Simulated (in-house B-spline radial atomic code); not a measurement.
# Ho⁺: excited configurations

How much energy does it take to promote electrons of Ho⁺ to other shells? Each configuration is solved by itself and compared with the reference.

Program: in-house B-spline radial atomic code version 1. Level of theory: scalar-relativistic (spin-free one-electron X2C) B3LYP, spin-polarised, spherical density, exact exchange averaged over the configuration, Fermi nucleus, basis-set limit. These are calculated values, not measurements, unless marked.

### Step 1. The system

* element: holmium (Z = 67)
* charge: +1
* electrons: 66
* configuration: [Xe] 4f11 6s1
* Hamiltonian: scalar-relativistic (X2C)
* nucleus: Fermi, rms radius 5.202 fm

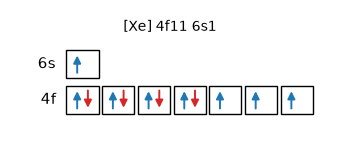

The shells outside the core, filled by Hund's rule for the drawing.

Where spins are not typed, each open shell is filled with up spins first.

Settings of the run:

```ini
Z = 67
electrons = 66.0
configuration = [Xe] 4f11 6s1
hamiltonian = x2c
method = b3lyp
spin_polarised = True
nucleus = fermi
rms_radius = 5.2022
mass_number = 165
atomic_mass = 164.930329116
speed_of_light = 137.035999084
exact_exchange = averaged over the configuration
```

From the earlier run of the reference: total energy -12616.038180 hartree. Levels, eight at most:

```tsv
orbital	occupation	energy (eV)	<r> (bohr)
4d down	5	-168.30	0.5977
5s up	1	-59.798	1.279
5s down	1	-58.377	1.288
5p up	3	-34.307	1.517
5p down	3	-33.256	1.529
4f up	7	-12.828	0.8295
4f down	4	-10.274	0.8595
6s up	1	-9.820	3.656
```

### Step 2. Run with [Xe] 4f10 6s1 7p1

Settings of the run:

```ini
Z = 67
electrons = 66.0
configuration = [Xe] 4f10 6s1 7p1
hamiltonian = x2c
method = b3lyp
spin_polarised = True
nucleus = fermi
rms_radius = 5.2022
mass_number = 165
atomic_mass = 164.930329116
speed_of_light = 137.035999084
exact_exchange = averaged over the configuration
```

The run is started by

```console
$ python run_scf.py task.json out
```

The settings of every run stand in task.json; they run in order.

### Step 3. [Kr] 4d9 4f11 5s2 5p6 6s1 6f1

Settings: those of step 2 with these lines changed.

```diff
@@ -2,3 +2,3 @@
 electrons = 66.0
-configuration = [Xe] 4f10 6s1 7p1
+configuration = [Kr] 4d9 4f11 5s2 5p6 6s1 6f1
 hamiltonian = x2c
```

### Step 4. Run with [Kr] 4d9 4f11 5s2 5p6 6s1 7p1

Settings: those of step 3 with these lines changed.

```diff
@@ -2,3 +2,3 @@
 electrons = 66.0
-configuration = [Kr] 4d9 4f11 5s2 5p6 6s1 6f1
+configuration = [Kr] 4d9 4f11 5s2 5p6 6s1 7p1
 hamiltonian = x2c
```

### Step 5. [Kr] 4d9 4f11 5s2 5p6 6s1 6d1

Settings: those of step 4 with these lines changed.

```diff
@@ -2,3 +2,3 @@
 electrons = 66.0
-configuration = [Kr] 4d9 4f11 5s2 5p6 6s1 7p1
+configuration = [Kr] 4d9 4f11 5s2 5p6 6s1 6d1
 hamiltonian = x2c
```

### Step 6. [Xe] 4f11 6f1

Settings: those of step 5 with these lines changed.

```diff
@@ -2,3 +2,3 @@
 electrons = 66.0
-configuration = [Kr] 4d9 4f11 5s2 5p6 6s1 6d1
+configuration = [Xe] 4f11 6f1
 hamiltonian = x2c
```

### Step 7. Configuration [Xe] 4f10 6s1 6f1

Settings: those of step 6 with these lines changed.

```diff
@@ -2,3 +2,3 @@
 electrons = 66.0
-configuration = [Xe] 4f11 6f1
+configuration = [Xe] 4f10 6s1 6f1
 hamiltonian = x2c
```

Q: How far above the reference does each configuration lie (order and size, in eV)?

The runs gave:

| net move | configuration | 2|M_S|+1 | energy above the reference (eV) | largest <r> (bohr) |
| --- | --- | --- | --- | --- |
| 6s → 6f | [Xe] 4f11 6f1 | 5 | 9.622 | 14.6 |
| 4f → 7p | [Xe] 4f10 6s1 7p1 | 7 | 10.392 | 8.64 |
| 4f → 6f | [Xe] 4f10 6s1 6f1 | 7 | 12.582 | 13.6 |
| 4d → 6d | [Kr] 4d9 4f11 5s2 5p6 6s1 6d1 | 7 | 168.22 | 6.79 |
| 4d → 7p | [Kr] 4d9 4f11 5s2 5p6 6s1 7p1 | 7 | 168.60 | 8.63 |
| 4d → 6f | [Kr] 4d9 4f11 5s2 5p6 6s1 6f1 | 7 | 170.80 | 13.6 |

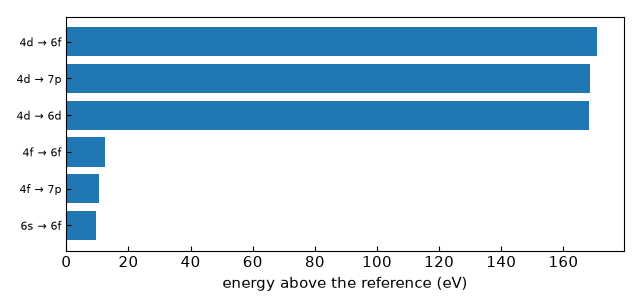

The configurations in order of energy, labelled by the net move of electrons.

The lowest of them is 6s → 6f at 9.622 eV and the highest 4d → 6f at 170.80 eV. 3 of them lie more than 60 % above minus the reference's highest level (9.820 eV), in the range where a state can decay by emitting an electron. The reference has 2|M_S|+1 = 5; 5 of the configurations differ from it in spin. These are spherical averages at the typed spins, not spectroscopic levels.
